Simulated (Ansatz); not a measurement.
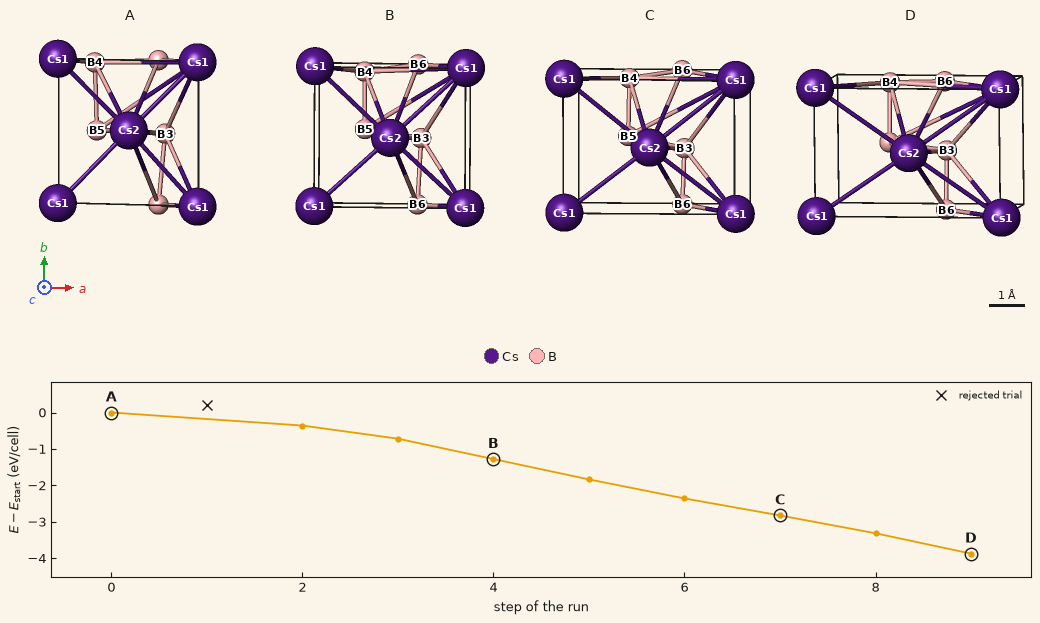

Frames of a relaxation of a crystal of CsB2 (a generated structure, set up in P1) (coarse preliminary run), marked on the history of the run. A ball-and-stick model of the cell of the calculation, seen along the c axis.

Method: DFT PBE, scalar-relativistic, plane waves, PAW in Ansatz 0.2.0.

The input:
```yaml
crystal:
  lattice:
    - [-3.0371582943, 2.9454137525, -0.059792981]
    - [2.9975475624, 2.9058030206, -0.0274173508]
    - [1.4849605963, -1.3821484854, -6.2048196631]
  atoms:
    - { symbol: Cs, position: [0.9930418674, -0.0027187397, 0.9880871674] }
    - { symbol: Cs, position: [0.501324188, 0.5131284498, 0.9912034876] }
    - { symbol: B, position: [0.7610764259, 0.4976346156, 0.5175636992] }
    - { symbol: B, position: [0.2579928864, 0.9784957634, 0.5300271581] }
    - { symbol: B, position: [0.2727848415, 0.5084320479, 0.4885562707] }
    - { symbol: B, position: [0.7137797908, 0.0050278629, 0.484562217] }
basis:
  ecutwfc: 420
kpoints:
  mp_grid: { grid: [6, 6, 6] }
hamiltonian:
  xc: pbe
scf:
  occupations: { method: gaussian, width: 0.2 }
  lower_state_search: "off"
output:
  forces: true
  stress: true
  eigenvalues: true
relax:
  adjacent_minimum: "off"
  f_tol: 0.025
  max_steps: 60
  cell: { stress_tol: 0.25 }
```

Launched with:
```bash
ansatz run input.yaml --threads 1 --pin off --max-ram 2048MiB --backend cpu --events-out ev --progress --plain --runs-dir out
```

Q: Describe the path.

A: The run was cut off at its time limit before the relaxation converged, so the last structure is only a point on the way. The largest move relative to the cell is that of B3, 0.59 Å roughly along [−3 −1 0]. By element the largest moves are B 0.59 Å, Cs 0.10 Å. The volume changes by +10.9 %, with a 4.231 → 5.596 Å (+32.3 %), b 4.175 → 3.712 Å (−11.1 %), c 6.528 → 6.427 Å (−1.6 %), α 88.7° → 95.9°, β 107.3° → 113.1°, γ 91.8° → 90.3°. Among the contacts that change: B3–B5 2.228 → 3.887 Å, B4–B6 2.238 → 3.885 Å, Cs2–B3 3.690 → 4.603 Å, Cs1–B4 3.495 → 4.212 Å. Among the angles between lasting bonds that change: Cs2–B4–B5 135.3° → 122.5°, Cs2–B5–B4 81.4° → 94.1°, Cs2–B3–B5 83.5° → 95.8°. The space group stays P1 (No. 1). After 8 accepted moves (9 points after the start) the energy has fallen by 3.873 eV per cell of the calculation. Largest force component: 1.2 eV/Å at the start, 0.67 eV/Å at the end. The pressure goes from 1.66 to 0.46 GPa. The line search rejected the trial step at point 1 of the run. Cost: 6.4 min on 1 thread of Arm Neoverse V1, on a shared host, peak memory 0.5 GiB. From step 0 to 4: B4 moves most (0.32 Å), volume +4.2 %, energy −1.278 eV per cell of the calculation. From step 4 to 7: B3 moves most (0.20 Å), volume +5.7 %, energy −1.548 eV per cell of the calculation. From step 7 to 9: B6 moves most (0.11 Å), volume +0.7 %, energy −1.047 eV per cell of the calculation.

| step | E − E(0), meV/atom | largest force component, eV/Å | pressure, GPa | volume, Å³/atom | note |
| --- | --- | --- | --- | --- | --- |
| 0 | 0.00 | 1.2202 | 1.66 | 18.341 |  |
| 1 | 32.39 | 3.4118 | 0.71 | 18.875 | rejected |
| 2 | -59.52 | 0.8459 | 1.70 | 18.515 |  |
| 3 | -119.62 | 0.8599 | 2.12 | 18.810 |  |
| 4 | -212.94 | 0.7527 | 4.72 | 19.116 |  |
| 5 | -305.98 | 1.1532 | 6.70 | 19.496 |  |
| 6 | -392.93 | 0.8870 | 4.94 | 19.866 |  |
| 7 | -470.88 | 1.0125 | 2.93 | 20.199 |  |
| 8 | -552.37 | 0.7811 | 1.35 | 20.412 |  |
| 9 | -645.44 | 0.6718 | 0.46 | 20.337 |  |
